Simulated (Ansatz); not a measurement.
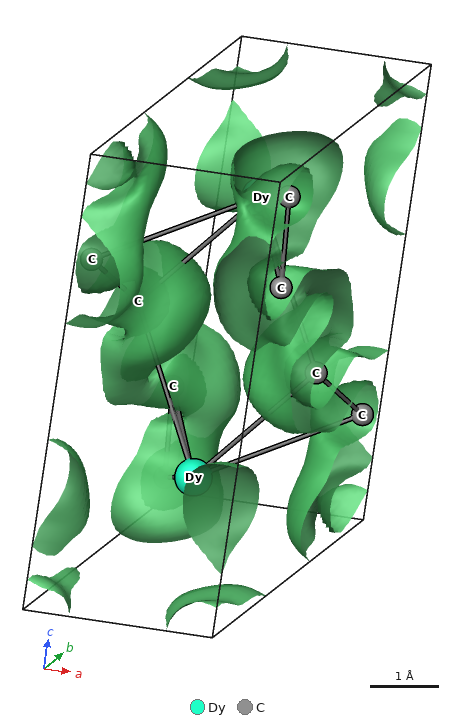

Figure 1: DyC$_{3}$. Isosurface of the electron localisation function at 0.65 (green), seen at an oblique angle. Only the valence region is drawn (cores and ρ < 0.01 e/Å³ removed). Sticks mark near contacts.

Space group P-1; a generated structure, not necessarily the stable one; computed without spin polarisation; no Hubbard U on the f states and no spin–orbit coupling.

All numbers below come from Ansatz 0.2.0, DFT PBE, scalar-relativistic, plane waves, PAW; 4f electrons in the core of a trivalent norm-conserving potential.

In a pseudopotential calculation such maps are meaningful between the atoms, not at the nuclei.

```
Dy C
1.0
     3.47435    0.00219    0.00972
     0.16955    3.80611    0.00764
     1.71174    1.62474    7.11017
Dy C
2 6
Direct
  0.47221 0.63504 0.77121
  0.52779 0.36496 0.22879
  0.99695 0.12870 0.73542
  0.00305 0.87130 0.26458
  0.95588 0.14680 0.92782
  0.92856 0.58593 0.42532
  0.04412 0.85320 0.07218
  0.07144 0.41407 0.57468
```

Q: Describe the localisation domains.

A: The ELF exceeds this value in channels that run through the cell in one direction, counted in one cell of 8 atoms. Any copies at cell faces, edges or corners count once.

Values along the shortest contacts:
C–C (1.35 Å): the ELF peaks at about 0.90 between the atoms. Dy–C (2.46 Å): the ELF peaks at about 0.85 in the valence shell of C, 0.7 Å from its nucleus, and drops to about 0.20 between the two atoms; no localised pair shows between them.
